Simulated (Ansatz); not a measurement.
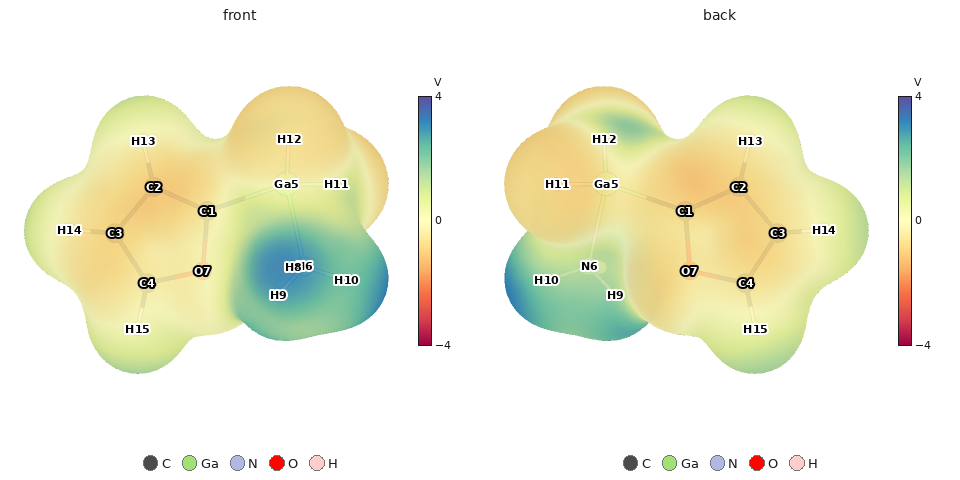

*C₄H₈GaNO (SMILES [NH3+][GaH2-][c]1ccco1). The electrostatic potential painted on the density surface at 0.004 e/bohr³, seen from the front and from behind; red is negative and blue positive.*

Geometry: B3LYP-D3(BJ)/def2-SVP.

The calculation used isolated molecule in a Gaussian basis; Kohn-Sham density functional theory, functional PBE0 (Ansatz).

The calculation's input:

```
crystal:
  periodic: [false, false, false]
  atoms:
    - {symbol: C, position_ang: [0.842297, 1.328688, -1.553028]}
    - {symbol: C, position_ang: [1.594196, 1.974321, -2.502362]}
    - {symbol: C, position_ang: [2.004118, 3.239956, -1.959716]}
    - {symbol: C, position_ang: [1.481068, 3.294464, -0.701761]}
    - {symbol: Ga, position_ang: [-0.142896, -0.398345, -1.366134]}
    - {symbol: "N", position_ang: [0.170796, -0.406556, 0.763750]}
    - {symbol: O, position_ang: [0.780274, 2.158907, -0.438910]}
    - {symbol: H, position_ang: [1.018453, -0.902504, 1.043234]}
    - {symbol: H, position_ang: [0.299153, 0.586426, 0.986476]}
    - {symbol: H, position_ang: [-0.609798, -0.771184, 1.310929]}
    - {symbol: H, position_ang: [-1.721640, -0.322403, -1.395852]}
    - {symbol: H, position_ang: [0.597676, -1.699572, -1.865018]}
    - {symbol: H, position_ang: [1.833127, 1.584367, -3.490313]}
    - {symbol: H, position_ang: [2.608832, 4.005396, -2.442067]}
    - {symbol: H, position_ang: [1.517858, 4.037202, 0.091560]}
basis:
  gaussian: {orbitals: def2-SVPD}
output: {forces: true, orbitals: {seedname: orbitals}}
hamiltonian: {xc: {name: PBE0}}
```

Command:

```sh
ansatz run input.yaml --threads 4 --pin off --max-ram 7830MiB --events-out events.jsonl --progress --plain --runs-dir runs
```

Question: Describe the electrostatic potential map.

Answer: The most negative region (about −1.1 V, or −25 kcal/mol for a unit charge) lies over the π face of C1 and C2, the most positive (about +3.2 V, or +74 kcal/mol for a unit charge) over H8 and H10.
